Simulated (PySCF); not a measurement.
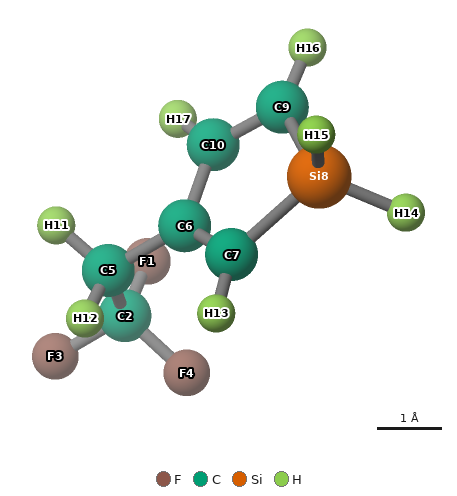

Figure 1. The structure (ball-and-stick view, seen at a tilt; atoms are numbered from 1 in the order of the input). Bond lengths as drawn: C–C 1.35 to 1.51 Å, C–F 1.33 to 1.34 Å, C–H 1.09 to 1.10 Å, C–Si 1.87 Å and H–Si 1.49 to 1.50 Å.

**What a change does: NMR shielding calculation on C6H7F3Si**

System: C6H7F3Si.
Method of run 1: GIAO PBE/pcSseg-1 NMR shielding, non-relativistic, gas phase (PySCF 2.14.0).

The geometry comes from this level: PBE0-D3(BJ)/def2-SVP. Text and figures count atoms from 1; the logs count them from 0 in places.

## Input file, run 1
```
{"job": {"kind": "nmr", "xc": "PBE", "basis": "pcSseg-1", "pop": false}, "charge": 0, "multiplicity": 1}
F      2.234821    -1.511803     0.443435
C      2.391932    -0.350481    -0.204424
F      3.663428     0.028857    -0.037952
F      2.208185    -0.588401    -1.503150
C      1.445333     0.708825     0.312026
C     -0.002725     0.365943     0.114746
C     -0.792936     0.915090    -0.834882
Si    -2.490952     0.146013    -0.662451
C     -1.945314    -0.923395     0.775035
C     -0.643978    -0.648987     0.994583
H      1.676420     0.842363     1.380661
H      1.699773     1.643027    -0.206831
H     -0.420018     1.666703    -1.533915
H     -2.929492    -0.625884    -1.864912
H     -3.563054     1.129231    -0.315465
H     -2.496589    -1.650712     1.373865
H     -0.046967    -1.132394     1.775776
```

The first line tells a small driver script what to run in PySCF; the rest is the geometry in Å.

Launched with:
```bash
OMP_NUM_THREADS=1 python <driver script> task.json out
```

Hardware: 1 CPU thread, shared host.

## Output (run 1)
```
coarse grid: 15744 points
cycle   1  E = -820.7771341809  dE =  1.295e+00  |g| = 9.941e-01  |ddm| = 3.931e+00
cycle   2  E = -820.3570637966  dE =  4.201e-01  |g| = 1.832e+00  |ddm| = 1.875e+00
cycle   3  E = -820.9538749271  dE = -5.968e-01  |g| = 2.026e-01  |ddm| = 1.306e+00
cycle   4  E = -820.9598619287  dE = -5.987e-03  |g| = 1.312e-01  |ddm| = 3.035e-01
cycle   5  E = -820.9642579209  dE = -4.396e-03  |g| = 4.449e-02  |ddm| = 1.605e-01
cycle   6  E = -820.9647151448  dE = -4.572e-04  |g| = 8.664e-03  |ddm| = 3.769e-02
cycle   7  E = -820.9647313437  dE = -1.620e-05  |g| = 4.918e-03  |ddm| = 1.464e-02
cycle   8  E = -820.9647376667  dE = -6.323e-06  |g| = 1.380e-03  |ddm| = 5.204e-03
final grid: 151592 points
cycle   9  E = -821.0720380158  dE = -5.099e-05  |g| = 1.540e-02  |ddm| = 4.101e-02
cycle  10  E = -821.0719153811  dE =  1.226e-04  |g| = 2.838e-02  |ddm| = 3.675e-02
cycle  11  E = -821.0720851645  dE = -1.698e-04  |g| = 4.608e-03  |ddm| = 2.575e-02
cycle  12  E = -821.0720907526  dE = -5.588e-06  |g| = 1.224e-03  |ddm| = 5.199e-03
cycle  13  E = -821.0720911458  dE = -3.932e-07  |g| = 2.871e-04  |ddm| = 1.279e-03
cycle  14  E = -821.0720911623  dE = -1.645e-08  |g| = 6.256e-05  |ddm| = 2.640e-04
cycle  15  E = -821.0720911628  dE = -5.336e-10  |g| = 4.274e-05  |ddm| = 8.073e-05
cycle  16  E = -821.0720911633  dE = -4.666e-10  |g| = 1.176e-05  |ddm| = 5.061e-05
converged SCF energy = -821.0720911633

GIAO shielding tensors (ppm)
atom      isotropic    diamagn.    paramagn.     s11        s22        s33       span
  0 F      241.593     477.040    -235.447    159.690    245.111    319.979    160.289
  1 C       44.710     245.916    -201.206     42.700     44.752     46.679      3.980
  2 F      233.564     468.747    -235.183    150.948    227.323    322.421    171.473
  3 F      241.561     476.651    -235.091    159.735    251.061    313.887    154.152
  4 C      134.731     249.327    -114.596    118.166    133.148    152.878     34.712
  5 C       20.702     262.935    -242.233    -91.691     25.767    128.030    219.720
  6 C       47.280     254.593    -207.313    -53.250     42.410    152.682    205.931
  7 Si     375.950     882.481    -506.531    294.137    388.325    445.388    151.251
  8 C       46.620     259.675    -213.055    -58.178     34.955    163.082    221.260
  9 C       21.178     252.851    -231.672    -91.837     31.994    123.378    215.214
 10 H       28.281      29.853      -1.571     25.729     27.604     31.511      5.782
 11 H       28.357      30.498      -2.141     24.656     28.926     31.490      6.834
 12 H       25.108      32.644      -7.536     22.635     24.694     27.994      5.359
 13 H       26.378      28.097      -1.719     23.570     24.178     31.386      7.815
 14 H       26.384      27.777      -1.393     23.387     24.155     31.608      8.221
 15 H       24.847      30.085      -5.238     23.768     24.700     26.073      2.305
 16 H       23.927      32.759      -8.832     20.867     22.511     28.404      7.537
```

For run 2 the input was changed thus:
```diff
-"xc": "PBE"
+"xc": "PBE0"
-"pop": false
```

What does this change do to the results?

The total energies belong to different methods, so their difference says nothing on which is more stable or more accurate. The HOMO goes from −6.00 to −7.04 eV. The LUMO goes from −2.65 to −1.79 eV. The dipole moment goes from 1.66 to 1.85 D. Of all shieldings, the largest change is that of F3, by +18.1 ppm. The functional changes from PBE to PBE0. Exact exchange removes part of the self-interaction error of semilocal functionals, which pushes filled and empty levels apart. The SCF takes 14 iterations against 16.

## Output (run 2)
```
coarse grid: 15744 points
cycle   1  E = -820.8803415904  dE =  1.517e+00  |g| = 9.211e-01  |ddm| = 3.845e+00
cycle   2  E = -820.7399930965  dE =  1.403e-01  |g| = 1.336e+00  |ddm| = 1.284e+00
cycle   3  E = -821.0318775616  dE = -2.919e-01  |g| = 1.033e-01  |ddm| = 7.838e-01
cycle   4  E = -821.0333086541  dE = -1.431e-03  |g| = 6.989e-02  |ddm| = 1.638e-01
cycle   5  E = -821.0345219884  dE = -1.213e-03  |g| = 1.965e-02  |ddm| = 7.971e-02
cycle   6  E = -821.0346070171  dE = -8.503e-05  |g| = 2.851e-03  |ddm| = 1.553e-02
cycle   7  E = -821.0346088449  dE = -1.828e-06  |g| = 7.936e-04  |ddm| = 3.241e-03
final grid: 151592 points
cycle   8  E = -821.1139240497  dE = -4.837e-05  |g| = 8.007e-03  |ddm| = 2.893e-02
cycle   9  E = -821.1139144164  dE =  9.633e-06  |g| = 1.067e-02  |ddm| = 1.630e-02
cycle  10  E = -821.1139388741  dE = -2.446e-05  |g| = 1.266e-03  |ddm| = 9.498e-03
cycle  11  E = -821.1139391931  dE = -3.191e-07  |g| = 4.899e-04  |ddm| = 1.443e-03
cycle  12  E = -821.1139392510  dE = -5.789e-08  |g| = 1.287e-04  |ddm| = 4.846e-04
cycle  13  E = -821.1139392541  dE = -3.113e-09  |g| = 3.158e-05  |ddm| = 1.241e-04
cycle  14  E = -821.1139392544  dE = -2.169e-10  |g| = 1.164e-05  |ddm| = 4.307e-05
converged SCF energy = -821.1139392544

GIAO shielding tensors (ppm)
atom      isotropic    diamagn.    paramagn.     s11        s22        s33       span
  0 F      258.247     476.439    -218.191    174.284    262.680    337.778    163.494
  1 C       54.253     245.084    -190.831     52.522     54.459     55.778      3.256
  2 F      251.697     468.606    -216.909    166.900    247.604    340.588    173.688
  3 F      258.477     476.015    -217.538    174.399    268.228    332.804    158.405
  4 C      140.902     247.890    -106.988    125.333    139.495    157.878     32.544
  5 C       24.006     263.464    -239.458    -97.323     34.093    135.248    232.570
  6 C       48.467     255.797    -207.329    -60.115     46.584    158.933    219.049
  7 Si     390.170     881.129    -490.959    312.901    401.516    456.094    143.193
  8 C       48.678     261.120    -212.442    -64.162     40.872    169.323    233.485
  9 C       23.772     253.500    -229.727    -97.774     39.150    129.942    227.716
 10 H       28.441      29.564      -1.122     25.659     27.551     32.115      6.456
 11 H       28.419      30.211      -1.791     24.497     28.808     31.953      7.456
 12 H       25.038      32.513      -7.475     22.510     24.449     28.155      5.645
 13 H       26.560      27.956      -1.396     23.700     24.266     31.713      8.013
 14 H       26.568      27.668      -1.099     23.520     24.239     31.946      8.425
 15 H       24.811      30.062      -5.251     23.681     24.490     26.262      2.581
 16 H       24.007      32.405      -8.398     20.903     22.435     28.685      7.782
```

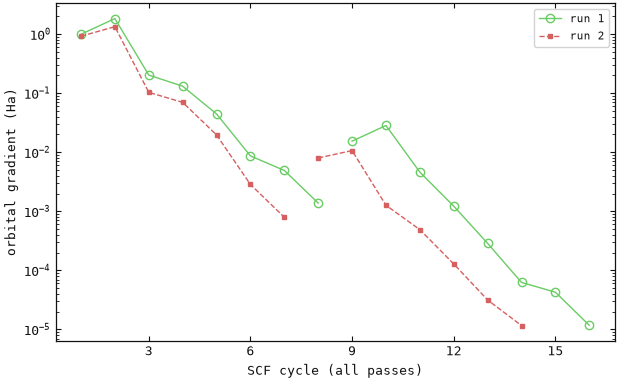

Figure 2. Convergence of the two runs: orbital gradient against the SCF cycle. A break in a curve parts two SCF passes (coarse and final grid). Run 1 takes 16 cycles in all, and run 2 takes 14.

## The two runs side by side

| quantity | run 1 | run 2 |
| --- | --- | --- |
| outcome | converged | converged |
| total energy (hartree) | −821.072091 | −821.113939 |
| HOMO (eV) | −6.00 | −7.04 |
| LUMO (eV) | −2.65 | −1.79 |
| dipole moment (D) | 1.66 | 1.85 |
| shielding of F1 (ppm) | 241.6 | 258.2 |
| shielding of C2 (ppm) | 44.7 | 54.3 |
| shielding of F3 (ppm) | 233.6 | 251.7 |
| shielding of F4 (ppm) | 241.6 | 258.5 |
| shielding of C5 (ppm) | 134.7 | 140.9 |
| shielding of C6 (ppm) | 20.7 | 24.0 |
| shielding of Si8 (ppm) | 375.9 | 390.2 |
| SCF iterations | 16 | 14 |
| basis functions | 212 | 212 |
| wall time (shared host) | 90 s | 76 s |
